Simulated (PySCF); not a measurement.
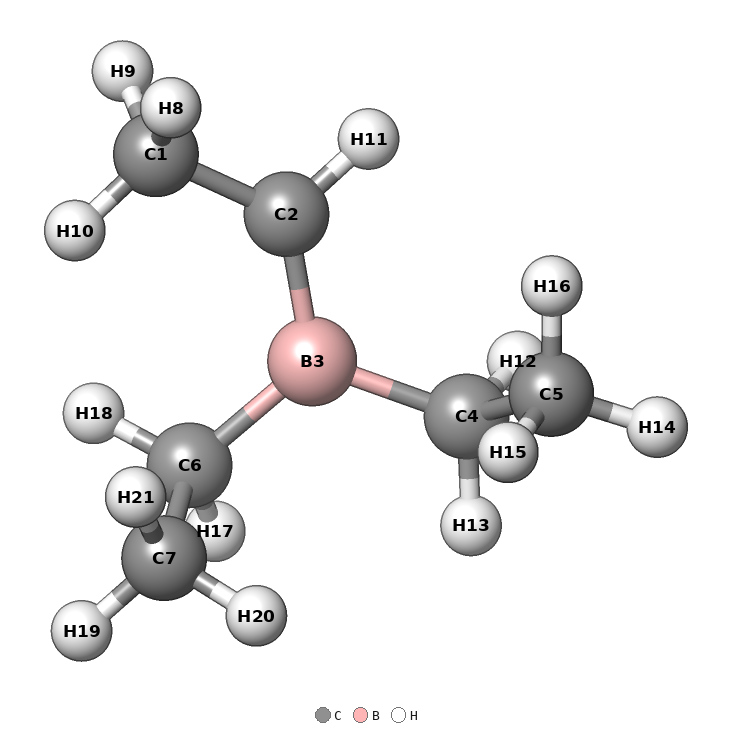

The species is neutral and a spin doublet. The geometry was computed by an optimisation with GFN2-xTB. No frequency run is at hand to confirm it as a minimum. Computed with UKS B3LYP, pcH-1 on B C H, non-relativistic (PySCF 2.14.0). Fermi-contact and spin-dipolar terms alone, no spin-orbit part.

> Which nucleus has the largest dipolar (anisotropic) hyperfine coupling?

13C at C2: principal values −64.2, −63.4, 127.7 MHz.

List the isotropic and dipolar parts for the most strongly coupled nuclei, one of each equivalent set.

```
atom  isotope  a_iso (MHz)   dipolar part (MHz)
  C2      13C         52.5  −64.2, −63.4, 127.7
 H11       1H        −43.0    −30.1, −2.0, 32.2
  B3      11B        −13.5    −12.2, −4.8, 17.0
  H8       1H         99.0      −5.2, −3.6, 8.8
  H9       1H        113.2      −5.1, −2.7, 7.8
 H10       1H          1.1      −4.0, −3.6, 7.6
 H18       1H          0.9      −3.2, −2.3, 5.5
 H16       1H          2.4      −3.7, −1.7, 5.3
```

The geometry is semi-empirical. Around B such bond lengths and angles can be off by a tenth of an ångström or more and by several degrees, and values that hang on the shape move with them.
